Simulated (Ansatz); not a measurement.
# A hypothetical structure for MgPdS3

Starting from a made-up structure for MgPdS3, the aim is the relaxed cell, its shortest contacts and, where a second run follows, its electronic structure.

Main program and level: Ansatz 0.2.0; DFT, r2SCAN, plane-wave PAW, files of the set soft_1, scalar-relativistic, no spin, cell and ions relaxed at zero pressure; PAW set soft_1.

## (1) Starting point

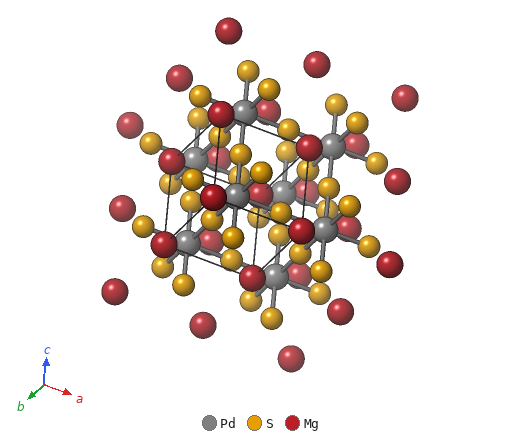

The cell as given, from a free direction (palladium grey, sulfur orange, magnesium red). 2×2×2 cells are drawn. Some periodic images of atoms are drawn too.

## (2) Relaxation of the guess

The guessed cell has no reason to be at equilibrium. It is relaxed with the atoms, within the space group of the guess.

Input file input.yaml:

```yaml
crystal:
  lattice:
    - [4.381, 0.0, 0.0]
    - [0.0, 4.381, 0.0]
    - [0.0, 0.0, 4.381]
  atoms:
    - { symbol: Pd, position: [0.5, 0.5, 0.5] }
    - { symbol: S, position: [0.5, 0.0, 0.5] }
    - { symbol: S, position: [0.0, 0.5, 0.5] }
    - { symbol: S, position: [0.5, 0.5, 0.0] }
    - { symbol: Mg, position: [0.0, 0.0, 0.0] }
kpoints:
  mp_grid: { grid: [6, 6, 6] }
scf:
  occupations: { method: fermi_dirac, width: 0.05 }
hamiltonian:
  xc: r2scan
  pseudopotentials: { kind: paw, azcp: { folder: soft_1 } }
relax:
  f_tol: 0.015
  max_steps: 70
  cell: {}
output:
  forces: true
  stress: true
```

The run is started by

```bash
$ ansatz run input.yaml --threads 4 --pin off --max-ram 8192MiB --backend cpu --events-out ev --progress --plain --runs-dir out
```

Numbers of over 12 decimals in the logs are rounded to 6 here.

The program printed:

```text
Engine: ansatz 0.2.0, aarch64-unknown-linux-gnu
Pseudopotentials: kind: paw
Pseudopotential: Pd, paw, valence charge 18, recommended cutoff 500 eV (meta_gga), soft_1/Pd.paw.azcp
Pseudopotential: S, paw, valence charge 6, recommended cutoff 500 eV (meta_gga), soft_1/S.paw.azcp
Pseudopotential: Mg, paw, valence charge 10, recommended cutoff 500 eV (meta_gga), soft_1/Mg.paw.azcp
Functional definition: r2SCAN
  parameter k0 = 0.174
  parameter k1 = 0.065
  parameter a1 = 4.9479
  exchange = r2scan_x(k0 = k0, k1 = k1, a1 = a1)
  correlation = r2scan_c
Crystal: 5 atoms, lattice volume = 84.085 Å³
Basis set: ecut = 500 eV, 2103 PW (Γ), exchange–correlation on 128×128×128 points (64 copies of the dense FFT grid, shifted against one another)
Bands: 28, of which v1, the nominal top of the filled ones, is band 23 counted from 1 (22 counted from 0)
Symmetry: 48 space group operations
Space group: Pm-3m (ITA 221), of the structure as read, at distance tolerance 4.4e-5 Å
k-points: 20 of 216
Non-local potential: Pd, projectors of the file, l = 0: 2, l = 1: 2, l = 2: 2, l = 3: 1
Non-local potential: S, projectors of the file, l = 0: 2, l = 1: 2, l = 2: 1
Non-local potential: Mg, projectors of the file, l = 0: 3, l = 1: 2, l = 2: 1
PAW form: soft (Blöchl's): semilocal exchange-correlation on the pseudo side does not see the compensation charge
PAW frozen core: Pd, regenerated for the run's functional (the file was generated under x = pbe(κ = 0.804, μ = 0.219515), c = pbe(β = 0.066725))
PAW frozen core: S, regenerated for the run's functional (the file was generated under x = pbe(κ = 0.804, μ = 0.219515), c = pbe(β = 0.066725))
PAW frozen core: Mg, regenerated for the run's functional (the file was generated under x = pbe(κ = 0.804, μ = 0.219515), c = pbe(β = 0.066725))
PAW one-centre angular grid: Pd, 590 points (default); XC on 160 Gauss nodes
PAW one-centre angular grid: S, 302 points (default); XC on 160 Gauss nodes
PAW one-centre angular grid: Mg, 302 points (default); XC on 224 Gauss nodes
Initial density: superposition of atomic densities (chi_scale 0.1, normalization cell, long waves kept (reshape's long-wave potential 0.01 eV rms))
Initial wavefunctions: pseudopotential atomic-orbital guess
Functional: x = r2scan, c = r2scan; τ floored in thin density (d = 2e-4 eV/Å³)
SCF iter   1: F=—  HF=-11632.867750 eV  |F-HF|=—  |Δ(HF+E_count)|=         —  Δρ=1.66e-1  dr2=3.71e1  dr2_τ=1.10e0  ethr=3.10e-3  ⟨swp⟩=7.0  Hψ=2687  notcnv=0
preconditioner: auto → Kerker (q_TF=auto, 2.467 Å⁻¹)  [metal: Δε(μ)=0.046 eV  Ē_g=9.202 eV  σ=0.050 eV  W_gap=0.22  n_scr=18 (ndim 8)  ℏωp=22.2 eV  f_vac=0.000  D(μ)=5.18/eV (n_scr^D=56)]
SCF iter   2: F=—  HF=-11628.250117 eV  |F-HF|=—  |Δ(HF+E_count)|=    4.62e0  Δρ=6.71e-2  dr2=2.59e0  dr2_τ=1.34e0  ethr=3.10e-3  ⟨swp⟩=4.3  Hψ=1702  notcnv=0
preconditioner: auto → Resta (q_TF=auto, 2.467 Å⁻¹)  ε∞=6.3  [insulator: Δε(μ)=0.223 eV  Ē_g=9.609 eV  σ=0.050 eV  W_gap=0.81  n_scr=18 (ndim 8)  ℏωp=22.2 eV  f_vac=0.000  D(μ)=0.89/eV (n_scr^D=0)  ε∞_Penn≈6.3]
SCF iter   3: F=—  HF=-11628.071285 eV  |F-HF|=—  |Δ(HF+E_count)|=   1.79e-1  Δρ=2.48e-2  dr2=2.64e-1  dr2_τ=1.80e-2  ethr=3.10e-3  ⟨swp⟩=2.6  Hψ=1297  notcnv=0
SCF iter   4: F=—  HF=-11628.167274 eV  |F-HF|=—  |Δ(HF+E_count)|=   9.60e-2  Δρ=6.05e-3  dr2=4.51e-2  dr2_τ=1.95e-3  ethr=5.74e-4  ⟨swp⟩=3.0  Hψ=1194  notcnv=0
SCF iter   5: F=—  HF=-11628.169638 eV  |F-HF|=—  |Δ(HF+E_count)|=   2.36e-3  Δρ=1.11e-3  dr2=1.42e-3  dr2_τ=3.92e-5  ethr=9.81e-5  ⟨swp⟩=2.5  Hψ=924  notcnv=0
SCF iter   6: F=—  HF=-11628.169787 eV  |F-HF|=—  |Δ(HF+E_count)|=   1.50e-4  Δρ=3.31e-4  dr2=1.40e-4  dr2_τ=5.63e-6  ethr=3.09e-6  ⟨swp⟩=2.2  Hψ=931  notcnv=0
SCF iter   7: F=—  HF=-11628.169781 eV  |F-HF|=—  |Δ(HF+E_count)|=   6.22e-6  Δρ=1.53e-4  dr2=3.34e-5  dr2_τ=1.33e-6  ethr=3.03e-7  ⟨swp⟩=2.1  Hψ=881  notcnv=0
SCF iter   8: F=—  HF=-11628.169780 eV  |F-HF|=—  |Δ(HF+E_count)|=   8.00e-7  Δρ=3.42e-5  dr2=2.08e-6  dr2_τ=4.85e-8  ethr=7.27e-8  ⟨swp⟩=2.4  Hψ=844  notcnv=0
SCF iter   9: F=—  HF=-11628.169780 eV  |F-HF|=—  |Δ(HF+E_count)|=   2.87e-7  Δρ=1.22e-5  dr2=2.84e-7  dr2_τ=6.74e-9  ethr=4.53e-9  ⟨swp⟩=2.1  Hψ=887  notcnv=0
SCF iter  10: F=-11628.169780 eV  HF=-11628.169780 eV  |F-HF|=5.57e-10  |Δ(HF+E_count)|=   5.99e-8  Δρ=1.51e-6  dr2=2.51e-9  dr2_τ=1.35e-10  ethr=2.17e-10  ⟨swp⟩=5.0  Hψ=2030  notcnv=0
SCF 1 converged in 10 iterations: F = -11628.169780 eV  dr2 = 2.51e-9
  greatest PAW one-centre occupation: 1.001 electrons in one spin orbital (limit 2), on the Pd atom at site 0 (counted from 0), in its partial waves of l = 0
relax step   1: F+E_penalty+E_count = -11628.16977982 eV  Δ(F+E_penalty+E_count) = +0.000e0 eV  max|allowed force component| = 8.309e-29 eV/Å  Δτ_max = 0.0000 Å  P = +26.803 GPa  Ω = 84.085 Å³  (10 SCF iters, dr2 threshold 1.00e-7 eV, accepted)
Crystal: 5 atoms, lattice volume = 96.992 Å³
Basis set: ecut = 500 eV, 2517 PW (Γ), exchange–correlation on 128×128×128 points (64 copies of the dense FFT grid, shifted against one another)
Initial density: handed on by an earlier stage of this run
Initial wavefunctions: those handed on with the density
iter 1 solved again at ethr=1.13e-3 eV; its pass at ethr=3.10e-3 eV (dr2=5.18e-1 eV) is discarded
SCF iter   1: F=—  HF=-11628.740739 eV  |F-HF|=—  |Δ(HF+E_count)|=         —  Δρ=1.74e-2  dr2=5.29e-1  dr2_τ=4.39e-1  ethr=1.13e-3  ⟨swp⟩=1.0  Hψ=3409  notcnv=0
preconditioner: auto → Resta (q_TF=auto, 2.409 Å⁻¹)  ε∞=6.6  [insulator: Δε(μ)=0.173 eV  Ē_g=8.751 eV  σ=0.050 eV  W_gap=0.70  n_scr=26 (ndim 8)  ℏωp=20.7 eV  f_vac=0.000  D(μ)=1.44/eV (n_scr^D=6)  ε∞_Penn≈6.6]
SCF iter   2: F=—  HF=-11629.393058 eV  |F-HF|=—  |Δ(HF+E_count)|=   6.52e-1  Δρ=1.06e-2  dr2=7.24e-2  dr2_τ=1.78e-2  ethr=1.13e-3  ⟨swp⟩=2.7  Hψ=1101  notcnv=0
SCF iter   3: F=—  HF=-11629.381596 eV  |F-HF|=—  |Δ(HF+E_count)|=   1.15e-2  Δρ=4.35e-3  dr2=2.31e-2  dr2_τ=6.11e-4  ethr=1.57e-4  ⟨swp⟩=2.5  Hψ=1111  notcnv=0  defer=1
SCF iter   4: F=—  HF=-11629.377395 eV  |F-HF|=—  |Δ(HF+E_count)|=   4.20e-3  Δρ=6.82e-4  dr2=7.02e-4  dr2_τ=5.62e-5  ethr=5.03e-5  ⟨swp⟩=2.0  Hψ=1052  notcnv=0  defer=1
SCF iter   5: F=—  HF=-11629.377331 eV  |F-HF|=—  |Δ(HF+E_count)|=   6.33e-5  Δρ=2.22e-4  dr2=9.39e-5  dr2_τ=4.64e-6  ethr=1.53e-6  ⟨swp⟩=2.1  Hψ=797  notcnv=0  defer=1
SCF iter   6: F=—  HF=-11629.377333 eV  |F-HF|=—  |Δ(HF+E_count)|=   1.37e-6  Δρ=5.79e-5  dr2=5.14e-6  dr2_τ=1.76e-7  ethr=2.04e-7  ⟨swp⟩=2.3  Hψ=851  notcnv=0  defer=1
SCF iter   7: F=-11629.377332 eV  HF=-11629.377332 eV  |F-HF|=1.01e-8  |Δ(HF+E_count)|=   2.24e-7  Δρ=1.10e-5  dr2=1.23e-7  dr2_τ=3.97e-9  ethr=1.09e-9  ⟨swp⟩=3.9  Hψ=2489  notcnv=0
SCF 2 converged in 7 iterations: F = -11629.377332 eV  dr2 = 1.23e-7
  greatest PAW one-centre occupation: 1.000 electrons in one spin orbital (limit 2), on the Pd atom at site 0 (counted from 0), in its partial waves of l = 0
relax step   2: F+E_penalty+E_count = -11629.37733242 eV  Δ(F+E_penalty+E_count) = -1.208e0 eV  max|allowed force component| = 1.407e-29 eV/Å  Δτ_max = 0.0000 Å  P = +5.776 GPa  Ω = 96.992 Å³  energy of the carried Pulay correction = -4.947e-3 eV  (7 SCF iters, dr2 threshold 5.00e-7 eV, accepted)
Crystal: 5 atoms, lattice volume = 101.255 Å³
Basis set: ecut = 500 eV, 2553 PW (Γ), exchange–correlation on 128×128×128 points (64 copies of the dense FFT grid, shifted against one another)
iter 1 solved again at ethr=9.23e-5 eV; its pass at ethr=3.10e-3 eV (dr2=4.24e-2 eV) is discarded
SCF iter   1: F=—  HF=-11629.406601 eV  |F-HF|=—  |Δ(HF+E_count)|=         —  Δρ=5.05e-3  dr2=4.57e-2  dr2_τ=3.46e-2  ethr=9.23e-5  ⟨swp⟩=1.1  Hψ=3033  notcnv=0
preconditioner: auto → Resta (q_TF=auto, 2.392 Å⁻¹)  ε∞=6.7  [insulator: Δε(μ)=0.161 eV  Ē_g=8.448 eV  σ=0.050 eV  W_gap=0.66  n_scr=26 (ndim 8)  ℏωp=20.2 eV  f_vac=0.000  D(μ)=1.64/eV (n_scr^D=6)  ε∞_Penn≈6.7]
SCF iter   2: F=—  HF=-11629.472034 eV  |F-HF|=—  |Δ(HF+E_count)|=   6.54e-2  Δρ=3.09e-3  dr2=6.57e-3  dr2_τ=1.65e-3  ethr=9.23e-5  ⟨swp⟩=2.0  Hψ=1080  notcnv=0
SCF iter   3: F=—  HF=-11629.471060 eV  |F-HF|=—  |Δ(HF+E_count)|=   9.74e-4  Δρ=1.17e-3  dr2=1.75e-3  dr2_τ=4.91e-5  ethr=1.43e-5  ⟨swp⟩=2.2  Hψ=946  notcnv=0
SCF iter   4: F=—  HF=-11629.470782 eV  |F-HF|=—  |Δ(HF+E_count)|=   2.79e-4  Δρ=2.15e-4  dr2=6.51e-5  dr2_τ=7.75e-6  ethr=3.80e-6  ⟨swp⟩=2.0  Hψ=1017  notcnv=0
SCF iter   5: F=—  HF=-11629.470772 eV  |F-HF|=—  |Δ(HF+E_count)|=   1.03e-5  Δρ=6.87e-5  dr2=8.97e-6  dr2_τ=2.65e-7  ethr=1.42e-7  ⟨swp⟩=2.0  Hψ=801  notcnv=0
SCF iter   6: F=-11629.470771 eV  HF=-11629.470771 eV  |F-HF|=9.88e-8  |Δ(HF+E_count)|=   2.54e-7  Δρ=1.68e-5  dr2=3.98e-7  dr2_τ=1.53e-8  ethr=1.09e-9  ⟨swp⟩=4.0  Hψ=2443  notcnv=0
SCF 3 converged in 6 iterations: F = -11629.470771 eV  dr2 = 3.98e-7
relax step   3: F+E_penalty+E_count = -11629.47077120 eV  Δ(F+E_penalty+E_count) = -9.344e-2 eV  max|allowed force component| = 1.711e-29 eV/Å  Δτ_max = 0.0000 Å  P = +1.524 GPa  Ω = 101.255 Å³  energy of the carried Pulay correction = -6.430e-3 eV  (6 SCF iters, dr2 threshold 5.00e-7 eV, accepted)
[...]
relax step   4: F+E_penalty+E_count = -11629.47858354 eV  Δ(F+E_penalty+E_count) = -7.812e-3 eV  max|allowed force component| = 1.191e-29 eV/Å  Δτ_max = 0.0000 Å  P = +0.150 GPa  Ω = 102.875 Å³  energy of the carried Pulay correction = -6.977e-3 eV  (6 SCF iters, dr2 threshold 5.00e-7 eV, accepted)
[...]
relax step   5: F+E_penalty+E_count = -11629.47860900 eV  Δ(F+E_penalty+E_count) = -2.546e-5 eV  max|allowed force component| = 2.723e-29 eV/Å  Δτ_max = 0.0000 Å  P = +0.001 GPa  Ω = 103.060 Å³  energy of the carried Pulay correction = -7.038e-3 eV  (5 SCF iters, dr2 threshold 5.66e-8 eV, accepted)
Basis set: ecut = 500 eV, 2601 PW (Γ), exchange–correlation on 144×144×144 points (64 copies of the dense FFT grid, shifted against one another)
Initial wavefunctions: pseudopotential atomic-orbital guess (no wavefunctions were taken with the density)
iter 1 solved again at ethr=2.57e-7 eV; its pass at ethr=3.10e-3 eV (dr2=1.18e-4 eV) is discarded
SCF iter   1: F=—  HF=-11629.484025 eV  |F-HF|=—  |Δ(HF+E_count)|=         —  Δρ=6.25e-4  dr2=3.28e-5  dr2_τ=1.22e-4  ethr=2.57e-7  ⟨swp⟩=3.6  Hψ=4262  notcnv=0
preconditioner: auto → Resta (q_TF=auto, 2.385 Å⁻¹)  ε∞=6.8  [insulator: Δε(μ)=0.156 eV  Ē_g=8.328 eV  σ=0.050 eV  W_gap=0.65  n_scr=26 (ndim 8)  ℏωp=20.0 eV  f_vac=0.000  D(μ)=1.77/eV (n_scr^D=6)  ε∞_Penn≈6.8]
SCF iter   2: F=—  HF=-11629.485711 eV  |F-HF|=—  |Δ(HF+E_count)|=   1.69e-3  Δρ=3.16e-4  dr2=1.10e-5  dr2_τ=4.16e-5  ethr=7.13e-8  ⟨swp⟩=2.0  Hψ=1022  notcnv=0
SCF iter   3: F=—  HF=-11629.486211 eV  |F-HF|=—  |Δ(HF+E_count)|=   5.00e-4  Δρ=9.23e-5  dr2=6.10e-6  dr2_τ=1.90e-6  ethr=2.40e-8  ⟨swp⟩=2.0  Hψ=1003  notcnv=0
SCF iter   4: F=—  HF=-11629.486221 eV  |F-HF|=—  |Δ(HF+E_count)|=   9.95e-6  Δρ=1.51e-5  dr2=1.26e-7  dr2_τ=3.77e-8  ethr=1.33e-8  ⟨swp⟩=2.1  Hψ=810  notcnv=0
SCF iter   5: F=—  HF=-11629.486223 eV  |F-HF|=—  |Δ(HF+E_count)|=   1.87e-6  Δρ=2.69e-6  dr2=1.34e-8  dr2_τ=1.55e-9  ethr=2.73e-10  ⟨swp⟩=2.0  Hψ=928  notcnv=0
SCF iter   6: F=—  HF=-11629.486223 eV  |F-HF|=—  |Δ(HF+E_count)|=   2.71e-9  Δρ=1.52e-6  dr2=2.05e-9  dr2_τ=2.76e-10  ethr=2.90e-11  ⟨swp⟩=2.0  Hψ=897  notcnv=0
SCF iter   7: F=—  HF=-11629.486223 eV  |F-HF|=—  |Δ(HF+E_count)|=   2.43e-9  Δρ=2.48e-7  dr2=1.17e-10  dr2_τ=1.06e-11  ethr=4.46e-12  ⟨swp⟩=3.1  Hψ=1046  notcnv=0
SCF iter   8: F=-11629.486223 eV  HF=-11629.486223 eV  |F-HF|=3.64e-12  |Δ(HF+E_count)|=  2.73e-11  Δρ=6.13e-8  dr2=5.21e-12  dr2_τ=5.04e-13  ethr=1.00e-12  ⟨swp⟩=5.0  Hψ=2013  notcnv=0
SCF 6 converged in 8 iterations: F = -11629.486223 eV  dr2 = 5.21e-12
relax step   6: F+E_penalty+E_count = -11629.48622327 eV  Δ(F+E_penalty+E_count) = -7.614e-3 eV  max|allowed force component| = 1.674e-29 eV/Å  Δτ_max = 0.0000 Å  P = +0.002 GPa  Ω = 103.060 Å³  stress off target by 1.95e-3 GPa  SCF on the basis re-selected at this cell (its energy is not comparable with the rows above)  (8 SCF iters)
basis re-selected at this cell: Δ(F+E_penalty+E_count) = -7.614e-3 eV, ΔP = +0.001 GPa vs the last step (what re-selecting the basis moved, of the pressure what is left beyond the Pulay correction that the steps carried, after the strain that the cell walked since its last selection, with what the two solves' SCF thresholds leave and, on support functions, any second-order correction that the steps lacked; it is no measure of the basis error at this ecutwfc). The dense FFT grid was sized anew with the basis: this SCF ran on 36×36×36 points, the steps before it on 32×32×32, so part of this shift can come from that change (see relax.cell in the input reference). [rest of the remark cut]
SCF converged after 8 iterations
Free energy (F): -11629.486223 eV
Harris-Foulkes:  -11629.486223 eV  (|F-HF|=3.64e-12)
Internal energy: -11629.469578 eV  (E = F + TS)
E sigma→0 (E₀):  -11629.477901 eV
Entropy (-TS):   -0.016646 eV (-3.329 meV/atom)
Fermi energy:    6.938223 eV
--- Per-component energies (eV) ---
  E_band       = -751.283565
  E_kinetic    = 832.020469
  E_local      = -5476.014441  (includes V_loc(G=0)·N_el)
  E_nonlocal   = 669.990994
  E_hartree    = 2112.070473
  E_xc         = -404.231696
  E_vxc        = -489.358066  (∫ρ·V_xc dr)
  E_paw        = -5990.467872  (= ΣΔE_a)
  E_vpaw       = -541.494895  (= ΣTr[D̂ρ^β])
  E_aug_tail   = 0.000130  (compensation charges beyond the density's cutoff)
  E_vtau       = 29.431362  (kinetic-family band-sum trace: ∫τ·v_τ [+ j·A + Jᵃ·Aᵃ] dr)
  E_ewald      = -3372.030042
  E_core_change = -0.807591  (= ΣΔE_core)
  E_smearing   = -0.016646  (= −TS)
  E_closure    = -0.000000  (closes the sum)
  Σ components = -11629.486223   (vs F -11629.486223, Δ=0.00e0)
--- Forces (eV/Å), atoms counted from 1 ---
  atom   1  Pd    -0.00000000    -0.00000000     0.00000000
  atom   2  S      0.00000000    -0.00000000     0.00000000
  atom   3  S     -0.00000000     0.00000000    -0.00000000
  atom   4  S      0.00000000    -0.00000000     0.00000000
  atom   5  Mg    -0.00000000    -0.00000000    -0.00000000
  max |Σ_I F_I| component: 2.15e-29 eV/Å
--- Stress (GPa, compression-positive) ---
        0.001952      -0.000000       0.000000
       -0.000000       0.001952       0.000000
        0.000000       0.000000       0.001952
  P = ⅓ Tr σ = 0.0020 GPa (0.020 kbar)
--- Relaxed structure (5 steps of the walk, 5 accepted, 1 SCFs on fresh bases) ---
  F+E_penalty+E_count = -11629.48622327 eV   max|allowed force component| = 1.674e-29 eV/Å   (the final SCF, on the basis selected at the relaxed cell)
  cell:  # Å, volume = 103.0601 Å³
    - [4.688460, 0, 0]
    - [0, 4.688460, 0]
    - [0, 0, 4.688460]
  atoms:
    - { symbol: Pd, position: [0.5, 0.5, 0.5] }
    - { symbol: S, position: [0.5, 0, 0.5] }
    - { symbol: S, position: [0, 0.5, 0.5] }
    - { symbol: S, position: [0.5, 0.5, 0] }
    - { symbol: Mg, position: [0, 0, 0] }
```

Elapsed: 9.9 s, on 4 threads of Arm Neoverse V2, shared host; peak memory 0.6 GiB; 36 s of CPU time.

The steps of the relaxation:

```
step  energy less that of the first step (eV)  largest force component (eV/Å)  pressure (GPa)  volume (Å³)
   1                                   0.0000                          0.0000           26.80        84.09
   2                                  -1.2076                          0.0000            5.78        96.99
   3                                  -1.3010                          0.0000            1.52       101.26
   4                                  -1.3088                          0.0000            0.15       102.87
   5                                  -1.3088                          0.0000            0.00       103.06
  6*                                  -1.3164                          0.0000            0.00       103.06
```

Relaxation steps marked * repeat the geometry before them on a plane-wave basis chosen anew for their cell, so energy and pressure can jump there.

Forces are held to the 48 operations that the run works with; a distortion that breaks them can't arise in this run.

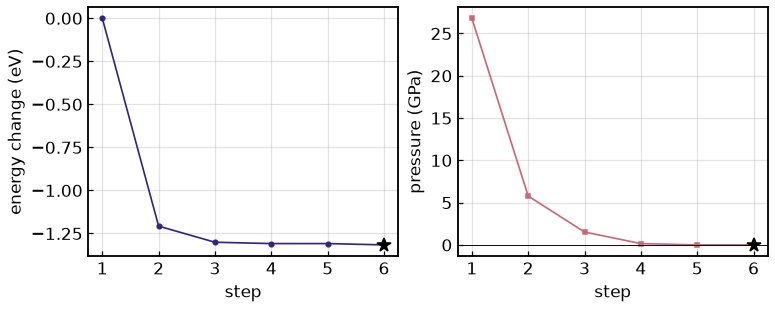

Energy and pressure along the relaxation. Stars mark steps on a basis chosen anew.

```
conventional cell, symmetrised  before  after   change
                         a (Å)   4.381  4.688   +7.0 %
                         b (Å)   4.381  4.688   +7.0 %
                         c (Å)   4.381  4.688   +7.0 %
              volume (Å³/atom)   16.82  20.61  +22.6 %
```

The relaxed structure:

```xyz
5
Lattice="4.6885 0.0000 0.0000 0.0000 4.6885 0.0000 0.0000 0.0000 4.6885" Properties=species:S:1:pos:R:3 pbc="T T T"
Pd    2.3442    2.3442    2.3442
S     2.3442    0.0000    2.3442
S     0.0000    2.3442    2.3442
S     2.3442    2.3442    0.0000
Mg    0.0000    0.0000    0.0000
```

This step gave:

* free energy: -11629.4862 eV
* energy at zero smearing: -11629.4779 eV
* smearing term TS: 0.01665 eV
* Fermi energy: 6.938 eV
* electrons: 46
* symmetry operations: 48
* pressure: 0.001952 GPa

The shortest distance of each pair, which need not be the same contact before and after:

```
 pair  guess (Å)  relaxed (Å)
 Pd–S      2.191        2.344
  S–S      3.098        3.315
 Mg–S      3.098        3.315
Mg–Pd      3.794        4.060
Pd–Pd      4.381        4.688
```

The relaxation ends with a pressure of 0.00 GPa.

## (3) Results

```json
{
 "space group, relaxed": "Pm-3m",
 "conventional cell": "a = 4.688, b = 4.688, c = 4.688 Å; α = 90.0°, β = 90.0°, γ = 90.0°",
 "volume per atom": "20.61 Å³ (guess 16.82)"
}
```

In words: MgPdS3 relaxes to Pm-3m with a = 4.688, b = 4.688 and c = 4.688 Å. The guessed volume was 18 % too small. The space group Pm-3m was held in the relaxation, so the end point is a stationary structure within it and may be a saddle against distortions or other arrangements. Mesh and cutoff weren't tested. No dispersion term is used, so weakly bound directions may come out too long. The runs have no spin, and magnetism wasn't tested. Nothing here tests whether the compound is stable against decomposition.

[Logs are printed without paths, hosts, clocks, repeated set-up lines and the standing remarks that a program may print on its own settings, such as how far it seeks lower states.]

[Hosts, paths, dates, database ids (printed as entryN), source tags and the programs' standing remarks are cut or masked in the printed files.]
